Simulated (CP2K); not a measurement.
# BNH3Cl (SMILES NBCl) at 4 levels

Wanted: a comparison of 4 runs (BLYP-D3(BJ)/DZVP-MOLOPT-SR-GTH, PBE/DZVP-MOLOPT-SR-GTH, PBE/TZV2P-MOLOPT-PBE-GTH, revPBE-D3(BJ)/TZV2P-MOLOPT-PBE-GTH) of BNH3Cl. 

The calculation is run with CP2K 2026.2.

### 1 Starting point

BNH3Cl has 6 atoms, charge 0, and is taken as a singlet. SMILES: `NBCl`. The shape is that of a PBE0-D4/def2-TZVP optimisation.

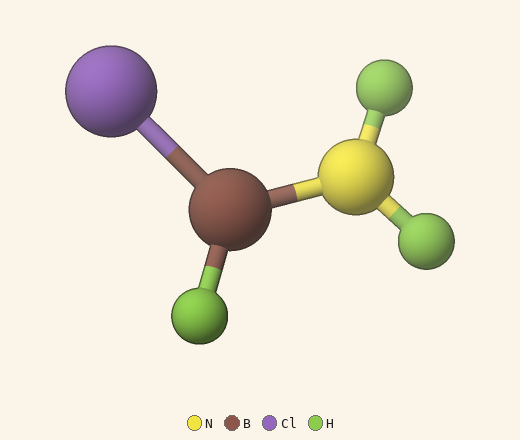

The structure, seen from a chosen angle (nitrogen yellow, boron brown, chlorine purple, hydrogen green).

### 2 The energy at BLYP-D3(BJ)/DZVP-MOLOPT-SR-GTH (core potential) (run 1)

The input, calc.inp:

```
&GLOBAL
    PROJECT calc
    RUN_TYPE ENERGY
    PRINT_LEVEL MEDIUM
&END

&FORCE_EVAL
    METHOD QS
    &DFT
        BASIS_SET_FILE_NAME BASIS_MOLOPT
        POTENTIAL_FILE_NAME GTH_POTENTIALS
        CHARGE 0
        MULTIPLICITY 1
        # Quickstep
        &QS
            METHOD GPW
            EPS_DEFAULT 1.0E-10
        &END
        # plane-wave cutoff in Ry
        &MGRID
            CUTOFF 400
            REL_CUTOFF 50
            NGRIDS 4
        &END
        &POISSON
            PERIODIC NONE
            POISSON_SOLVER WAVELET
        &END
        # SCF settings
        &SCF
            SCF_GUESS ATOMIC
            EPS_SCF 1.0E-06
            MAX_SCF 80
            ADDED_MOS 10
            &DIAGONALIZATION
                ALGORITHM STANDARD
            &END
            &MIXING
                METHOD BROYDEN_MIXING
                ALPHA 0.3
                NBUFFER 8
            &END
        &END
        &XC
            &XC_FUNCTIONAL BLYP
            &END
            &VDW_POTENTIAL
                POTENTIAL_TYPE PAIR_POTENTIAL
                &PAIR_POTENTIAL
                    TYPE DFTD3(BJ)
                    PARAMETER_FILE_NAME dftd3.dat
                    REFERENCE_FUNCTIONAL BLYP
                    R_CUTOFF 15
                &END
            &END
        &END
        &PRINT
            &MOMENTS
                PERIODIC F
                REFERENCE COM
                MAX_MOMENT 1
            &END
            &MO ON
                ENERGIES T
                OCCUPATION_NUMBERS T
                NDIGITS 6
                &EACH
                    QS_SCF 0
                &END
                ADD_LAST NUMERIC
            &END
            &HIRSHFELD OFF
            &END
        &END
    &END
    &SUBSYS
        # box in angstrom
        &CELL
            ABC [angstrom] 12.9 12.9 12.9
            PERIODIC NONE
        &END
        &COORD
            N     -0.395600    -0.007800    -0.658000
            B      0.369600    -0.158900     0.483700
            Cl     0.529900     1.189300     1.616000
            H     -0.511800    -0.749300    -1.326600
            H     -0.878600     0.844500    -0.888200
            H      0.928800    -1.181900     0.727100
        &END
        &TOPOLOGY
            &CENTER_COORDINATES
            &END
        &END
        &KIND N
            BASIS_SET DZVP-MOLOPT-SR-GTH-q5
            POTENTIAL GTH-BLYP-q5
        &END
        &KIND B
            BASIS_SET DZVP-MOLOPT-SR-GTH-q3
            POTENTIAL GTH-BLYP-q3
        &END
        &KIND Cl
            BASIS_SET DZVP-MOLOPT-SR-GTH-q7
            POTENTIAL GTH-BLYP-q7
        &END
        &KIND H
            BASIS_SET DZVP-MOLOPT-SR-GTH-q1
            POTENTIAL GTH-BLYP-q1
        &END
    &END
&END
```

On the command line:

```sh
$ OMP_NUM_THREADS=1 cp2k.psmp calc.inp > calc.out
```

Log:

```text
CP2K| version string:                                       CP2K version 2026.2
[...]
 GLOBAL| Method name                                                        CP2K
[...]
 GLOBAL| Run type                                                         ENERGY
[...]
 DFT| Spin restricted Kohn-Sham (RKS) calculation                            RKS
 DFT| Multiplicity                                                             1
[...]
 DFT| Charge                                                                   0
[...]
 FUNCTIONAL| BECKE88:
 FUNCTIONAL| LYP:
[...]
 QS| Method:                                                                 GPW
[...]
 QS| Density cutoff [a.u.]:                                                200.0
[...]
 QS| Relative density cutoff [a.u.]:                                        25.0
[...]
                             - Atoms:                                          6
[...]
                             - Spherical basis functions:                     54
[...]
 Number of electrons:                                                         18
[...]
     1 NoMix/Diag. 0.30E+00    7.5     1.19056351       -29.0865166986 -2.91E+01
[...]
    25 Broy./Diag. 0.30E+00    7.8     0.00000035       -29.5345233228  3.95E-08
  *** SCF run converged in    25 steps ***
[...]
  Overlap energy of the core charge distribution:               0.00000412294495
  Self energy of the core charge distribution:                -68.86344125503592
  Core Hamiltonian energy:                                     18.77826138949757
  Hartree energy:                                              28.10590489913266
  Exchange-correlation energy:                                 -7.54796109857390
  Dispersion energy:                                           -0.00729138073274
  Total energy:                                               -29.53452332276736
[...]
                     Mulliken Population Analysis
 #  Atom  Element  Kind  Atomic population                           Net charge
       1     N        1          5.042537                             -0.042537
       2     B        2          3.055710                             -0.055710
       3     Cl       3          7.169131                             -0.169131
       4     H        4          0.899302                              0.100698
       5     H        4          0.893120                              0.106880
       6     H        4          0.940199                              0.059801
 # Total charge                             18.000000                  0.000000
[...]
 ENERGY| Total FORCE_EVAL ( QS ) energy [hartree]            -29.534523322767363
[...]
```

Wall time 3 min (1 thread of Intel Xeon at 2.70GHz, shared host); peak memory 2.8 GiB.

### 3 A single-point energy at PBE/DZVP-MOLOPT-SR-GTH (core potential) (run 2)

The input, run.inp:

```
&FORCE_EVAL
    METHOD QUICKSTEP
    &DFT
        BASIS_SET_FILE_NAME BASIS_MOLOPT
        POTENTIAL_FILE_NAME GTH_POTENTIALS
        &QS
            METHOD GPW
            EPS_DEFAULT 1.0E-10
        &END QS
        &MGRID
            CUTOFF 400
            REL_CUTOFF 50
            NGRIDS 4
        &END MGRID
        &POISSON
            PERIODIC NONE
            POISSON_SOLVER WAVELET
        &END POISSON
        &SCF
            SCF_GUESS ATOMIC
            EPS_SCF 1.0E-06
            MAX_SCF 100
            ADDED_MOS 10
            &DIAGONALIZATION
                ALGORITHM STANDARD
            &END DIAGONALIZATION
            &MIXING
                METHOD BROYDEN_MIXING
                ALPHA 0.3
                NBUFFER 8
            &END MIXING
        &END SCF
        &XC
            &XC_FUNCTIONAL PBE
            &END XC_FUNCTIONAL
        &END XC
        &PRINT
            &MOMENTS
                PERIODIC F
                REFERENCE COM
                MAX_MOMENT 1
            &END MOMENTS
            &MO ON
                ENERGIES T
                OCCUPATION_NUMBERS T
                NDIGITS 6
                &EACH
                    QS_SCF 0
                &END EACH
                ADD_LAST NUMERIC
            &END MO
            &HIRSHFELD OFF
            &END HIRSHFELD
        &END PRINT
    &END DFT
    &SUBSYS
        &CELL
            ABC 12.9 12.9 12.9
            PERIODIC NONE
        &END CELL
        &COORD
            N     -0.395600    -0.007800    -0.658000
            B      0.369600    -0.158900     0.483700
            Cl     0.529900     1.189300     1.616000
            H     -0.511800    -0.749300    -1.326600
            H     -0.878600     0.844500    -0.888200
            H      0.928800    -1.181900     0.727100
        &END COORD
        &TOPOLOGY
            &CENTER_COORDINATES
            &END CENTER_COORDINATES
        &END TOPOLOGY
        &KIND N
            BASIS_SET DZVP-MOLOPT-SR-GTH-q5
            POTENTIAL GTH-PBE-q5
        &END KIND
        &KIND B
            BASIS_SET DZVP-MOLOPT-SR-GTH-q3
            POTENTIAL GTH-PBE-q3
        &END KIND
        &KIND Cl
            BASIS_SET DZVP-MOLOPT-SR-GTH-q7
            POTENTIAL GTH-PBE-q7
        &END KIND
        &KIND H
            BASIS_SET DZVP-MOLOPT-SR-GTH-q1
            POTENTIAL GTH-PBE-q1
        &END KIND
    &END SUBSYS
&END FORCE_EVAL
&GLOBAL
    PROJECT run
    RUN_TYPE ENERGY
    PRINT_LEVEL MEDIUM
&END GLOBAL
```

On the command line:

```sh
$ OMP_NUM_THREADS=1 cp2k.psmp -i run.inp -o run.out
```

Log:

```text
CP2K| version string:                                       CP2K version 2026.2
[...]
 GLOBAL| Method name                                                        CP2K
[...]
 GLOBAL| Run type                                                         ENERGY
[...]
 DFT| Spin restricted Kohn-Sham (RKS) calculation                            RKS
 DFT| Multiplicity                                                             1
[...]
 DFT| Charge                                                                   0
[...]
 FUNCTIONAL| PBE:
 QS| Method:                                                                 GPW
[...]
 QS| Density cutoff [a.u.]:                                                200.0
[...]
 QS| Relative density cutoff [a.u.]:                                        25.0
[...]
                             - Atoms:                                          6
[...]
                             - Spherical basis functions:                     54
[...]
 Number of electrons:                                                         18
[...]
     1 NoMix/Diag. 0.30E+00    7.7     1.16772798       -29.1652685638 -2.92E+01
[...]
    21 Broy./Diag. 0.30E+00    9.1     0.00000080       -29.6093912362  1.70E-06
  *** SCF run converged in    21 steps ***
[...]
  Overlap energy of the core charge distribution:               0.00000336501765
  Self energy of the core charge distribution:                -68.85524749741452
  Core Hamiltonian energy:                                     18.72281994596192
  Hartree energy:                                              28.14022599214210
  Exchange-correlation energy:                                 -7.61719304187189
  Total energy:                                               -29.60939123616474
[...]
                     Mulliken Population Analysis
 #  Atom  Element  Kind  Atomic population                           Net charge
       1     N        1          5.041223                             -0.041223
       2     B        2          3.098362                             -0.098362
       3     Cl       3          7.148001                             -0.148001
       4     H        4          0.894356                              0.105644
       5     H        4          0.887998                              0.112002
       6     H        4          0.930061                              0.069939
 # Total charge                             18.000000                 -0.000000
[...]
  Dipole moment [Debye]
    X= -0.1146335E+01 Y= -0.5633046E+00 Z= -0.2221702E+01  Total=      2.5626852
 ENERGY| Total FORCE_EVAL ( QS ) energy [hartree]            -29.609391236164743
[...]
```

Wall time 2.8 min (1 thread of Intel Xeon at 2.70GHz, shared host); peak memory 2.7 GiB.

Run 3 isn't shown in full; the table further down has it.

### 4 The energy at revPBE-D3(BJ)/TZV2P-MOLOPT-PBE-GTH (core potential) (run 4)

The input, mol.inp:

```
&FORCE_EVAL
   METHOD QS
   &DFT
      BASIS_SET_FILE_NAME BASIS_MOLOPT_UZH
      POTENTIAL_FILE_NAME POTENTIAL_UZH
      CHARGE 0
      MULTIPLICITY 1
      # Quickstep
      &QS
         METHOD GPW
         EPS_DEFAULT 1.0E-10
      &END QS
      # plane-wave cutoff in Ry
      &MGRID
         CUTOFF 400
         REL_CUTOFF 50
         NGRIDS 4
      &END MGRID
      # isolated system
      &POISSON
         PERIODIC NONE
         POISSON_SOLVER WAVELET
      &END POISSON
      # self-consistent field
      &SCF
         SCF_GUESS ATOMIC
         EPS_SCF 1.0E-06
         MAX_SCF 50
         &OT ON
            MINIMIZER CG
            PRECONDITIONER FULL_SINGLE_INVERSE
         &END OT
         &OUTER_SCF
            EPS_SCF 1.0E-06
            MAX_SCF 10
         &END OUTER_SCF
      &END SCF
      # exchange and correlation
      &XC
         &XC_FUNCTIONAL
            &PBE
               PARAMETRIZATION REVPBE
            &END PBE
         &END XC_FUNCTIONAL
         &VDW_POTENTIAL
            POTENTIAL_TYPE PAIR_POTENTIAL
            &PAIR_POTENTIAL
               TYPE DFTD3(BJ)
               PARAMETER_FILE_NAME dftd3.dat
               REFERENCE_FUNCTIONAL revPBE
               R_CUTOFF 15
            &END PAIR_POTENTIAL
         &END VDW_POTENTIAL
      &END XC
      &PRINT
         &MOMENTS
            PERIODIC F
            REFERENCE COM
            MAX_MOMENT 1
         &END MOMENTS
         &MO_CUBES
            NLUMO 1
            NHOMO -1
            WRITE_CUBE F
         &END MO_CUBES
         &HIRSHFELD OFF
         &END HIRSHFELD
      &END PRINT
   &END DFT
   &SUBSYS
      # box in angstrom
      &CELL
         ABC [angstrom] 12.9 12.9 12.9
         PERIODIC NONE
      &END CELL
      &COORD
         N      6.029300     6.438500     5.647300
         B      6.794500     6.287400     6.789000
         Cl     6.954800     7.635600     7.921300
         H      5.913100     5.697000     4.978700
         H      5.546300     7.290800     5.417100
         H      7.353700     5.264400     7.032400
      &END COORD
      &KIND N
         BASIS_SET TZV2P-MOLOPT-PBE-GTH-q5
         POTENTIAL GTH-PBE-q5
      &END KIND
      &KIND B
         BASIS_SET TZV2P-MOLOPT-PBE-GTH-q3
         POTENTIAL GTH-PBE-q3
      &END KIND
      &KIND Cl
         BASIS_SET TZV2P-MOLOPT-PBE-GTH-q7
         POTENTIAL GTH-PBE-q7
      &END KIND
      &KIND H
         BASIS_SET TZV2P-MOLOPT-PBE-GTH-q1
         POTENTIAL GTH-PBE-q1
      &END KIND
   &END SUBSYS
&END FORCE_EVAL

&GLOBAL
   PROJECT mol
   RUN_TYPE ENERGY
   PRINT_LEVEL MEDIUM
&END GLOBAL
```

On the command line:

```sh
$ OMP_NUM_THREADS=1 cp2k.psmp -i mol.inp > mol.out 2>&1
```

Log:

```text
CP2K| version string:                                       CP2K version 2026.2
[...]
 GLOBAL| Method name                                                        CP2K
[...]
 GLOBAL| Run type                                                         ENERGY
[...]
 DFT| Spin restricted Kohn-Sham (RKS) calculation                            RKS
 DFT| Multiplicity                                                             1
[...]
 DFT| Charge                                                                   0
[...]
 FUNCTIONAL| PBE:
[...]
 QS| Method:                                                                 GPW
[...]
 QS| Density cutoff [a.u.]:                                                200.0
[...]
 QS| Relative density cutoff [a.u.]:                                        25.0
[...]
                             - Atoms:                                          6
[...]
                             - Spherical basis functions:                    129
[...]
 Number of electrons:                                                         18
[...]
     1 OT CG       0.80E-01   10.4     0.13349724       -28.4658309207 -2.85E+01
[...]
    19 OT CG       0.93E-01    6.1     0.00000099       -29.6669919111 -1.91E-10
  *** SCF run converged in    19 steps ***
[...]
  Overlap energy of the core charge distribution:               0.00000344853748
  Self energy of the core charge distribution:                -68.82249982089419
  Core Hamiltonian energy:                                     18.70072456479983
  Hartree energy:                                              28.12868441214149
  Exchange-correlation energy:                                 -7.66513038989961
  Dispersion energy:                                           -0.00877412578863
  Total energy:                                               -29.66699191110363
[...]
                     Mulliken Population Analysis
 #  Atom  Element  Kind  Atomic population                           Net charge
       1     N        1          5.145366                             -0.145366
       2     B        2          2.438453                              0.561547
       3     Cl       3          7.375189                             -0.375189
       4     H        4          1.008347                             -0.008347
       5     H        4          1.009933                             -0.009933
       6     H        4          1.022712                             -0.022712
 # Total charge                             18.000000                  0.000000
[...]
 HOMO - LUMO gap [eV] :    6.256528
 ENERGY| Total FORCE_EVAL ( QS ) energy [hartree]            -29.666991911103633
[...]
```

Wall time 3.3 min (1 thread of Intel Xeon at 2.70GHz, shared host); peak memory 1.5 GiB.

### 5 All runs side by side

```
run                                                level  core potential  iteration cap  energy (Eh)  dipole moment (D)  HOMO energy (eV)  LUMO energy (eV)  wall time
  1      BLYP-D3(BJ)/DZVP-MOLOPT-SR-GTH (core potential)        GTH-BLYP             80   -29.534523               2.51             -6.79             -0.49      3 min
  2              PBE/DZVP-MOLOPT-SR-GTH (core potential)         GTH-PBE            100   -29.609391               2.56             -6.98             -0.72    2.8 min
  3            PBE/TZV2P-MOLOPT-PBE-GTH (core potential)         GTH-PBE            150   -29.614620               2.61             -7.05             -0.82    2.9 min
  4  revPBE-D3(BJ)/TZV2P-MOLOPT-PBE-GTH (core potential)         GTH-PBE             50   -29.666992               2.61             -6.99             -0.74    3.3 min
```

### 6 Summary of results

| quantity | value |
| --- | --- |
| run 4: total energy | -29.66699 Eh |
| run 4: dipole moment | 2.61 D |
| run 4: HOMO energy | -6.99 eV |
| run 4: LUMO energy | -0.74 eV |
| run 4: HOMO–LUMO gap | 6.26 eV |
| run 4: dispersion energy | -23.04 kJ/mol |

In words: The dipole moment (its size) runs from 2.51 D (BLYP-D3(BJ)/DZVP-MOLOPT-SR-GTH) to 2.61 D (revPBE-D3(BJ)/TZV2P-MOLOPT-PBE-GTH). The two ends differ in method and basis. The HOMO–LUMO gap runs from 6.23 eV (PBE/TZV2P-MOLOPT-PBE-GTH) to 6.30 eV (BLYP-D3(BJ)/DZVP-MOLOPT-SR-GTH). Totals of different functionals can't be ranked against each other. All runs together took 12 min, the longest 3.3 min.
